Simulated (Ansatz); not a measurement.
ZnH$_{12}$Cl$_{2}$O$_{6}$: geometry relaxation (part 2 of 2)

ZnH$_{12}$Cl$_{2}$O$_{6}$ (disordered cell, 21 atoms in the cell); DFT r2SCAN-D3(BJ), scalar-relativistic, plane waves, PAW, no spin polarisation (Ansatz 0.2.0); cutoff 500 eV, 1×1×1 k-mesh, Fermi–Dirac smearing of 0.02 eV. The run did not end well. It belongs to a series of runs on one base structure; here: start relaxed.

Geometry of the input (Å; fractional positions):
```
6.2658  0.0000  0.0000
0.0000  6.2658  0.0000
0.0000  0.0000  6.2658
O  0.1926  0.8961  0.8982
H  0.1629  0.7573  0.8370
H  0.2562  0.8637  1.0353
O  0.9618  0.4822  0.0773
H  0.9129  0.6009  -0.0087
H  0.9903  0.3706  -0.0258
O  0.4482  0.3100  0.7352
H  0.3621  0.3604  0.6171
H  0.4781  0.1626  0.6994
O  0.5098  0.8887  0.3088
H  0.5983  0.9097  0.4338
H  0.5936  0.9478  0.1932
O  0.3791  0.4182  0.2466
H  0.4375  0.5097  0.1365
H  0.2510  0.3599  0.1828
O  0.8536  0.4704  0.5994
H  0.9209  0.5389  0.4784
H  0.7824  0.3476  0.5381
Zn 0.1037  0.0494  0.4568
Cl 0.7479  0.9408  0.8504
Cl 0.4074  0.7121  0.6119
```

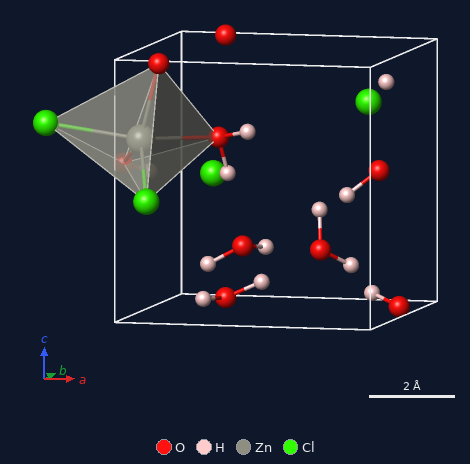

*The geometry at step 14 of the log (polyhedral view of the cell of the calculation, seen slightly off an axis; polyhedra are completed across the faces of the cell).*

## Output, continued
```
relax step   8: F+E_penalty+E_count = -9100.44231044 eV  Δ(F+E_penalty+E_count) = -6.867e-1 eV  max|allowed force component| = 1.405e0 eV/Å  Δτ_max = 0.2000 Å  (7 SCF iters, dr2 threshold 1.00e-4 eV, accepted)
preconditioner: auto → Resta (q_TF=auto, 2.233 Å⁻¹)  ε∞=2.5  [insulator: Δε(μ)=4.179 eV  Ē_g=16.905 eV  σ=0.020 eV  W_gap=1.00  n_scr=32 (ndim 8)  ℏωp=20.4 eV  f_vac=0.207  D(μ)=0.00/eV (n_scr^D=0)  ε∞_Penn≈2.5]
relax step   9: F+E_penalty+E_count = -9100.94430557 eV  Δ(F+E_penalty+E_count) = -5.020e-1 eV  max|allowed force component| = 1.807e0 eV/Å  Δτ_max = 0.1948 Å  (7 SCF iters, dr2 threshold 1.00e-4 eV, accepted)
preconditioner: auto → Resta (q_TF=auto, 2.233 Å⁻¹)  ε∞=2.5  [insulator: Δε(μ)=4.397 eV  Ē_g=16.864 eV  σ=0.020 eV  W_gap=1.00  n_scr=32 (ndim 8)  ℏωp=20.4 eV  f_vac=0.205  D(μ)=0.00/eV (n_scr^D=0)  ε∞_Penn≈2.5]
relax step  10: F+E_penalty+E_count = -9101.39929276 eV  Δ(F+E_penalty+E_count) = -4.550e-1 eV  max|allowed force component| = 9.977e-1 eV/Å  Δτ_max = 0.1949 Å  (7 SCF iters, dr2 threshold 1.00e-4 eV, accepted)
preconditioner: auto → Resta (q_TF=auto, 2.233 Å⁻¹)  ε∞=2.5  [insulator: Δε(μ)=4.520 eV  Ē_g=16.883 eV  σ=0.020 eV  W_gap=1.00  n_scr=32 (ndim 8)  ℏωp=20.4 eV  f_vac=0.213  D(μ)=0.00/eV (n_scr^D=0)  ε∞_Penn≈2.5]
relax step  11: F+E_penalty+E_count = -9101.66119741 eV  Δ(F+E_penalty+E_count) = -2.619e-1 eV  max|allowed force component| = 8.653e-1 eV/Å  Δτ_max = 0.1913 Å  (7 SCF iters, dr2 threshold 1.00e-4 eV, accepted)
preconditioner: auto → Resta (q_TF=auto, 2.233 Å⁻¹)  ε∞=2.5  [insulator: Δε(μ)=4.576 eV  Ē_g=16.907 eV  σ=0.020 eV  W_gap=1.00  n_scr=32 (ndim 8)  ℏωp=20.4 eV  f_vac=0.219  D(μ)=0.00/eV (n_scr^D=0)  ε∞_Penn≈2.5]
  greatest PAW one-centre occupation: 0.990 electrons in one spin orbital (limit 2), on the Zn atom at site 18 (counted from 0), in its partial waves of l = 2
relax step  12: F+E_penalty+E_count = -9101.83106135 eV  Δ(F+E_penalty+E_count) = -1.699e-1 eV  max|allowed force component| = 1.168e0 eV/Å  Δτ_max = 0.1951 Å  (7 SCF iters, dr2 threshold 1.00e-4 eV, accepted)
preconditioner: auto → Resta (q_TF=auto, 2.233 Å⁻¹)  ε∞=2.4  [insulator: Δε(μ)=4.609 eV  Ē_g=16.919 eV  σ=0.020 eV  W_gap=1.00  n_scr=32 (ndim 8)  ℏωp=20.4 eV  f_vac=0.219  D(μ)=0.00/eV (n_scr^D=0)  ε∞_Penn≈2.4]
relax step  13: F+E_penalty+E_count = -9101.94624085 eV  Δ(F+E_penalty+E_count) = -1.152e-1 eV  max|allowed force component| = 1.403e0 eV/Å  Δτ_max = 0.1950 Å  (7 SCF iters, dr2 threshold 1.00e-4 eV, accepted)
preconditioner: auto → Resta (q_TF=auto, 2.233 Å⁻¹)  ε∞=2.4  [insulator: Δε(μ)=4.562 eV  Ē_g=16.996 eV  σ=0.020 eV  W_gap=1.00  n_scr=32 (ndim 8)  ℏωp=20.4 eV  f_vac=0.223  D(μ)=0.00/eV (n_scr^D=0)  ε∞_Penn≈2.4]
relax step  14: F+E_penalty+E_count = -9102.10106031 eV  Δ(F+E_penalty+E_count) = -1.548e-1 eV  max|allowed force component| = 6.654e-1 eV/Å  Δτ_max = 0.2000 Å  (6 SCF iters, dr2 threshold 1.00e-4 eV, accepted)
preconditioner: auto → Resta (q_TF=auto, 2.233 Å⁻¹)  ε∞=2.4  [insulator: Δε(μ)=4.716 eV  Ē_g=17.059 eV  σ=0.020 eV  W_gap=1.00  n_scr=32 (ndim 8)  ℏωp=20.4 eV  f_vac=0.232  D(μ)=0.00/eV (n_scr^D=0)  ε∞_Penn≈2.4]
[...]
SCF iter   4: F=-9102.188954 eV  HF=-9102.188309 eV  |F-HF|=6.45e-4  |Δ(HF+E_count)|=   2.27e-4  Δρ=5.55e-4  dr2=5.29e-4  dr2_τ=5.34e-5  ethr=1.16e-5  ⟨swp⟩=2.0  Hψ=85  notcnv=0  defer=17
SCF iter   5: F=-9102.189048 eV  HF=-9102.188970 eV  |F-HF|=7.73e-5  |Δ(HF+E_count)|=   6.61e-4  Δρ=1.95e-4  dr2=7.97e-5  dr2_τ=5.88e-6  ethr=7.16e-7  ⟨swp⟩=2.0  Hψ=112  notcnv=0  defer=17
SCF iter   6: F=-9102.189016 eV  HF=-9102.189064 eV  |F-HF|=4.84e-5  |Δ(HF+E_count)|=   9.37e-5  Δρ=1.41e-4  dr2=3.00e-5  dr2_τ=6.89e-7  ethr=1.08e-7  ⟨swp⟩=3.0  Hψ=102  notcnv=0  defer=17
SCF iter   7: F=-9102.189055 eV  HF=-9102.189052 eV  |F-HF|=3.52e-6  |Δ(HF+E_count)|=   1.24e-5  Δρ=3.52e-5  dr2=2.76e-6  dr2_τ=1.39e-7  ethr=4.05e-8  ⟨swp⟩=2.0  Hψ=64  notcnv=0  defer=17
SCF iter   8: F=-9102.189056 eV  HF=-9102.189056 eV  |F-HF|=1.24e-7  |Δ(HF+E_count)|=   4.05e-6  Δρ=1.20e-5  dr2=3.20e-7  dr2_τ=3.53e-8  ethr=3.73e-9  ⟨swp⟩=2.0  Hψ=77  notcnv=0  defer=17
SCF iter   9: F=-9102.189056 eV  HF=-9102.189056 eV  |F-HF|=3.14e-8  |Δ(HF+E_count)|=   1.91e-7  Δρ=4.70e-6  dr2=4.48e-8  dr2_τ=5.45e-9  ethr=1.35e-10  ⟨swp⟩=10.0  Hψ=362  notcnv=0
SCF 15 converged in 9 iterations: F = -9102.189056 eV  dr2 = 4.48e-8
relax step  15: F+E_penalty+E_count = -9102.18905579 eV  Δ(F+E_penalty+E_count) = -8.800e-2 eV  max|allowed force component| = 4.387e-1 eV/Å  Δτ_max = 0.1955 Å  (9 SCF iters, accepted)
Step failed. What follows is not a result of the run: it is the report of the last solve that finished, which converged after 9 SCF iterations.
Free energy (F): -9102.189056 eV
Harris-Foulkes:  -9102.189056 eV  (|F-HF|=3.14e-8)
Internal energy: -9102.189056 eV  (E = F + TS)
E sigma→0 (E₀):  -9102.189056 eV
Fermi energy:    1.060530 eV
--- Per-component energies (eV) ---
  E_band       = -599.144824
  E_kinetic    = 1675.222972
  E_local      = -6927.524558  (includes V_loc(G=0)·N_el)
  E_nonlocal   = 988.148118
  E_hartree    = 2673.286055
  E_xc         = -872.981506
  E_vxc        = -1105.788400  (∫ρ·V_xc dr)
  E_paw        = -4159.912110  (= ΣΔE_a)
  E_vpaw       = -646.778320  (= ΣTr[D̂ρ^β])
  E_aug_tail   = 0.001221  (compensation charges beyond the density's cutoff)
  E_vtau       = 71.001224  (kinetic-family band-sum trace: ∫τ·v_τ [+ j·A + Jᵃ·Aᵃ] dr)
  E_ewald      = -2477.205984
  E_disp       = -0.576186  (pairwise vdW)
  E_core_change = -0.647078  (= ΣΔE_core)
  E_smearing   = -0.000000  (= −TS)
  E_closure    = 0.000000  (closes the sum)
  Σ components = -9102.189056   (vs F -9102.189056, Δ=0.00e0)
--- Forces (eV/Å), atoms counted from 1 ---
  atom   1  O     -0.15458463    -0.38584782     0.16200823
  atom   2  H      0.16372300     0.37909935    -0.08682903
  atom   3  H     -0.11028209     0.02257256    -0.09990384
  atom   4  O     -0.43874343     0.22907979    -0.04622622
  atom   5  H      0.39269812    -0.29904068    -0.15022405
  atom   6  H      0.09167495     0.09187445     0.27662317
  atom   7  O      0.00330161    -0.04887012     0.02219347
  atom   8  H      0.03117690     0.00224510    -0.05346022
  atom   9  H     -0.02151191     0.02247751     0.00039896
  atom  10  O      0.24927885     0.24464251    -0.00160705
  atom  11  H      0.00516824    -0.10025156    -0.12184143
  atom  12  H     -0.20163741    -0.19130053     0.05061762
  atom  13  O      0.01036393    -0.05845923     0.04627187
  atom  14  H      0.02437822     0.05161475    -0.01615282
  atom  15  H     -0.04905829    -0.02819038    -0.07356960
  atom  16  O      0.08719454     0.12642284    -0.07692631
  atom  17  H     -0.10870840    -0.16339408     0.09733484
  atom  18  H      0.02098379     0.03935901     0.02783361
  atom  19  Zn     0.06242289     0.09142461    -0.01073673
  atom  20  Cl    -0.00083670    -0.06378318     0.01092836
  atom  21  Cl    -0.05700770     0.03828381     0.04323080
  max |Σ_I F_I| component: 4.13e-5 eV/Å
--- Band table (eV) ---
  k-point 0: bands = ["-21.9778", "-21.8322", "-21.6805", "-21.5918", "-21.3226", "-21.2180", "-14.7456", "-14.4038", "-9.0626", "-8.8366", "-8.6976", "-8.3736", "-8.2007", "-8.0195", "-6.9217", "-6.5953", "-6.2503", "-5.7250", "-5.6255", "-5.4283", "-5.3283", "-4.9985", "-4.7791", "-4.4051", "-4.1384", "-3.6856", "-3.3900", "-3.2492", "-3.0170", "-2.7941", "-2.6214", "-2.3194", "-1.9991", "-1.9839", "-1.6759", "-1.3729", "-1.3056", "3.4260", "6.1412", "6.8787", "7.0926", "7.7035", "8.1328", "8.3162", "8.6051", "8.7943", "8.8862", "9.0894", "9.5417", "9.7035", "9.8686", "10.1482", "10.3495", "10.7056", "10.7599", "11.0542", "11.5587", "11.8485"]
End of that report.
Error: geometry relaxation did not converge after 15 steps: max|allowed force component| = 4.39e-1 eV/Å (threshold 3.0e-1). Raise `relax.max_steps` over both its present limit and 15, loosen `relax.f_tol`, or start from a geometry closer to equilibrium. Where this run's directory can be resumed (`checkpoint.write`), a resume goes on for up to `relax.max_steps` more
```

## Trajectory as extended XYZ (Å, eV, eV/Å), 5 of the 15 frames kept, from step=1 to step=15
```
21
Lattice="6.2658 0.0000 0.0000 0.0000 6.2658 0.0000 0.0000 0.0000 6.2658" Properties=species:S:1:pos:R:3:forces:R:3 step=1 energy=-9092.68161
O     1.2069    5.6147    5.6277   -0.3178   0.2274   0.7161
H     1.0208    4.7448    5.2444   -0.1672   0.1124   0.1678
H     1.6051    5.4117    6.4869    0.1323   0.0389   0.1139
O     6.0262    3.0211    0.4844    0.3005  -0.1892  -0.1736
H     5.7202    3.7653   -0.0547   -0.2869  -0.1318   0.0325
H     6.2053    2.3219   -0.1614   -0.3906   0.2220  -0.0471
O     2.8085    1.9421    4.6063   -0.3518  -1.4053  -0.1484
H     2.2687    2.2579    3.8667    0.3071   0.2518   0.0914
H     2.9955    1.0186    4.3823    0.1152   0.3039   0.5686
O     3.1940    5.5682    1.9351    0.5233   1.3592  -1.1730
H     3.7487    5.7002    2.7181   -0.0705   0.0931  -0.1206
H     3.7193    5.9387    1.2107    0.4325   0.1160  -0.9462
O     2.3753    2.6207    1.5454   -0.1665  -0.3642  -0.0629
H     2.7410    3.1936    0.8553   -0.0053  -0.3024   0.1909
H     1.5728    2.2548    1.1451    0.2682   0.5318  -0.0842
O     5.3482    2.9474    3.7559    0.7905  -0.2928  -0.5387
H     5.7702    3.3769    2.9973   -0.1250  -0.1671   0.0790
H     4.9024    2.1782    3.3716   -0.3365   0.3973   0.1871
Zn    0.6500    0.3093    2.8623    0.3158  -0.7124   0.6901
Cl    4.6860    5.8951    5.3282    0.4335   0.3793  -0.0076
Cl    2.5528    4.4617    3.8343   -1.4013  -0.4666   0.4640
21
Lattice="6.2658 0.0000 0.0000 0.0000 6.2658 0.0000 0.0000 0.0000 6.2658" Properties=species:S:1:pos:R:3:forces:R:3 step=5 energy=-9097.99435
O     1.0972    5.6867    6.0305    0.3591  -0.4362   1.0384
H     0.9741    4.8794    5.4958    0.0211   0.3722   0.6523
H     1.8137    5.4223    6.6403   -0.1098   0.4356  -0.2140
O     6.0567    3.0122    0.4367   -0.2369   0.0466  -0.4279
H     5.6462    3.7501   -0.0431    0.1604  -0.1581   0.2102
H     6.0539    2.3100   -0.2286   -0.1357   0.0122   0.0733
O     2.5699    1.8011    4.6565   -0.5526  -0.6066  -1.2812
H     2.4180    2.2383    3.7887    0.2375  -0.1454   0.4936
H     3.0723    0.9882    4.4451    0.0939   0.4246   0.4185
O     3.2564    5.8367    1.6822    1.1172   0.1749  -0.5376
H     3.7396    5.6972    2.5165   -0.2627  -0.0292  -0.5152
H     3.9192    6.0728    1.0034   -0.2938   0.1484   0.3488
O     2.3736    2.4797    1.5403    0.0246  -0.0491  -0.1096
H     2.8214    3.1109    0.9642    0.0300  -0.1644   0.2605
H     1.5277    2.3711    1.0880    0.0196   0.1648   0.0560
O     5.6328    2.6872    3.6551   -1.0214  -0.5875  -1.3984
H     5.7816    3.2790    2.8936    0.2831  -0.3500   0.4660
H     4.7645    2.2859    3.3951    0.9791   0.3835   0.6142
Zn    0.7633   -0.0082    3.5048   -1.4636   1.2066   1.8930
Cl    4.8729    6.0523    4.9498    0.7089   0.2557  -1.4739
Cl    1.9632    4.5898    3.6267    0.0414  -1.0995  -0.5688
21
Lattice="6.2658 0.0000 0.0000 0.0000 6.2658 0.0000 0.0000 0.0000 6.2658" Properties=species:S:1:pos:R:3:forces:R:3 step=8 energy=-9100.44231
O     1.0793    5.6844    6.1778    0.1041  -0.2462   0.0355
H     1.0432    4.8591    5.6640    0.0434   0.0472   0.3300
H     1.8771    5.5535    6.7228    0.0640   0.4555   0.1970
O     6.0287    2.9820    0.4094    0.0212  -0.0760  -0.0458
H     5.6635    3.7568   -0.0297   -0.0061   0.0514   0.0314
H     5.9953    2.2995   -0.2679   -0.1474   0.0011  -0.0794
O     2.2534    1.5786    4.4990    1.1664  -0.4343  -1.4050
H     2.4174    2.1992    3.7354   -0.6326  -0.4468   0.6546
H     3.0869    1.0102    4.4528   -1.1135   0.5418   0.4509
O     3.3813    5.7657    1.5299    0.6120  -0.0342  -0.4868
H     3.7251    5.6729    2.4295   -0.1600  -0.0124  -0.3031
H     4.0588    6.2048    0.9960   -0.0811  -0.0040   0.2260
O     2.4071    2.4183    1.5329    0.0337  -0.0501  -0.1807
H     2.8512    3.1158    1.0383    0.0739  -0.0026   0.2614
H     1.5265    2.4228    1.1294    0.0173   0.0752   0.1762
O     5.6653    2.5571    3.5594    0.2454  -0.1550  -0.1136
H     5.8707    3.2287    2.8983    0.1889  -0.0346   0.0657
H     4.7770    2.2677    3.3507   -0.0957  -0.1164  -0.1782
Zn    0.7193    0.2135    4.0282    0.5932   0.4077   0.7135
Cl    4.9137    6.1376    4.6917   -0.4807   0.0102  -0.1278
Cl    1.7772    4.6148    3.4939   -0.4470   0.0199  -0.2237
21
Lattice="6.2658 0.0000 0.0000 0.0000 6.2658 0.0000 0.0000 0.0000 6.2658" Properties=species:S:1:pos:R:3:forces:R:3 step=11 energy=-9101.66120
O     1.1613    5.7965    6.2508    0.1811  -0.4303  -0.2180
H     1.1548    4.8431    6.0108   -0.0049   0.5604   0.3587
H     2.0030    5.9018    6.7563   -0.1680  -0.0582  -0.1512
O     6.0959    3.0207    0.2914   -0.7338   0.8218  -0.4877
H     5.5475    3.8360    0.1771    0.5730  -0.8653   0.2508
H     5.8061    2.4638   -0.4515    0.1308   0.2697   0.1843
O     2.1155    1.5943    4.4019    0.3455  -0.0565   0.0367
H     2.2106    2.1005    3.5711   -0.0528  -0.0134  -0.1220
H     2.9676    1.1197    4.5213   -0.1685   0.1202   0.0310
O     3.5883    5.4654    1.2634    0.3223   0.4872   0.7592
H     3.5356    5.6443    2.2253   -0.1797  -0.3503  -0.6252
H     4.2080    6.1412    0.9424   -0.1384  -0.3408  -0.1918
O     2.4753    2.3631    1.6251   -0.1984   0.2653  -0.2529
H     2.9020    3.1986    1.3840    0.0255  -0.1236   0.2031
H     1.5934    2.4806    1.2224    0.1994  -0.1546   0.1891
O     5.8310    2.2449    3.4684   -0.1054   0.4098  -0.4298
H     6.1834    3.1085    3.1400   -0.1006  -0.5261   0.2589
H     5.0119    2.0716    2.9772    0.4913   0.0714   0.1941
Zn    0.6237    0.2777    4.3482   -0.0359   0.0474  -0.0503
Cl    4.7124    6.1269    4.6805   -0.2188  -0.1153   0.1205
Cl    1.3909    4.7436    3.2356   -0.1629  -0.0192  -0.0578
21
Lattice="6.2658 0.0000 0.0000 0.0000 6.2658 0.0000 0.0000 0.0000 6.2658" Properties=species:S:1:pos:R:3:forces:R:3 step=15 energy=-9102.18906
O     1.1480    5.9798    6.2382   -0.1546  -0.3858   0.1620
H     0.7415    5.0884    6.4045    0.1637   0.3791  -0.0868
H     2.0435    5.9017    6.6071   -0.1103   0.0226  -0.0999
O     6.0964    3.4693    0.1844   -0.4387   0.2291  -0.0462
H     5.2732    3.8478    0.5571    0.3927  -0.2990  -0.1502
H     5.8499    3.1716   -0.7102    0.0917   0.0919   0.2766
O     2.1537    1.5392    4.2654    0.0033  -0.0489   0.0222
H     2.2650    1.9166    3.3630    0.0312   0.0022  -0.0535
H     2.9896    1.0681    4.4609   -0.0215   0.0225   0.0004
O     3.7451    5.0171    1.2648    0.2493   0.2446  -0.0016
H     3.6851    5.3412    2.1767    0.0052  -0.1003  -0.1218
H     4.2897    5.6612    0.7760   -0.2016  -0.1913   0.0506
O     2.5145    2.3367    1.6526    0.0104  -0.0585   0.0463
H     2.8185    3.2460    1.5299    0.0244   0.0516  -0.0162
H     1.6493    2.3401    1.2234   -0.0491  -0.0282  -0.0736
O     5.9287    2.2489    3.6179    0.0872   0.1264  -0.0769
H     6.3997    3.0540    3.2871   -0.1087  -0.1634   0.0973
H     5.1554    2.1210    3.0603    0.0210   0.0394   0.0278
Zn    0.5673    0.2911    4.3439    0.0624   0.0914  -0.0107
Cl    4.6210    6.0887    4.7168   -0.0008  -0.0638   0.0109
Cl    1.1830    4.8143    3.0222   -0.0570   0.0383   0.0432
```

## What the run reported

- outcome: not converged
- hardware: 1 thread of Arm Neoverse V2, 24 GiB of memory available, shared host
- wall time: 5.3 min
- peak memory: 0.81 GiB

## Diagnosis

The run did not converge: “geometry relaxation did not converge after 15 steps: max|allowed force component| = 4.39e-1 eV/Å (threshold 3.0e-1). Raise `relax.max_steps` over both its present limit and 15, loosen `relax.f_tol`, or start from a geometry closer to equilibrium …” Its last values are not results. Notes on the run: the dispersion correction has no parameters fitted for this combination and takes those fitted for r2SCAN with other terms.
